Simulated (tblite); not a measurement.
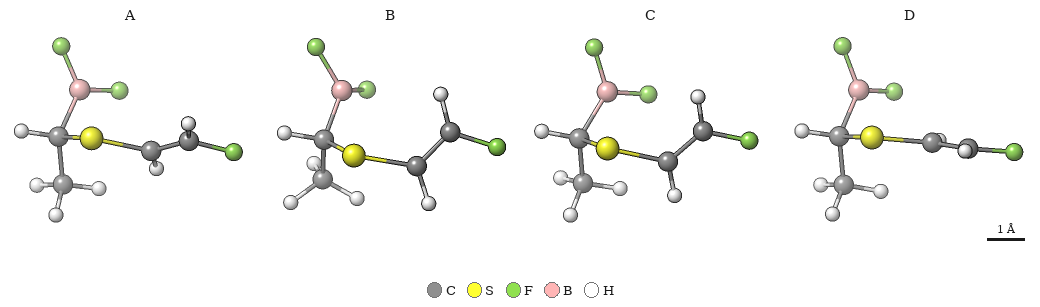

4 geometries from one relaxation of C4H6BF3S, in shuffled order. The picture is a ball-and-stick view, seen at a tilt.

The calculation used GFN2-xTB geometry optimisation, gas phase in tblite. 

Put them in the order of the run, from the start to the converged end.

Answer. B, C, A, D. They are steps 0, 57, 101, 150, at +1.421 eV, +0.078 eV, +0.034 eV relative to the last. The atom that moves furthest after the best rigid fit is an H atom (2.19 Å). Largest moves by element: H 2.19 Å, C 0.79 Å, S 0.50 Å, F 0.42 Å, B 0.26 Å. Among the contacts that change: B–F 1.453 → 1.314 Å, C–S 1.807 → 1.862 Å, C–H 1.145 → 1.093 Å, C–H 1.118 → 1.087 Å. Bond angles that change, for instance: C–S–C 115.4° → 101.9°, F–C–H 122.1° → 112.9°, S–C–B 114.1° → 105.4°. Groups turn about C–S by about 95°, C–C by about 30°. Over 150 geometry steps the energy falls by 1.421 eV.
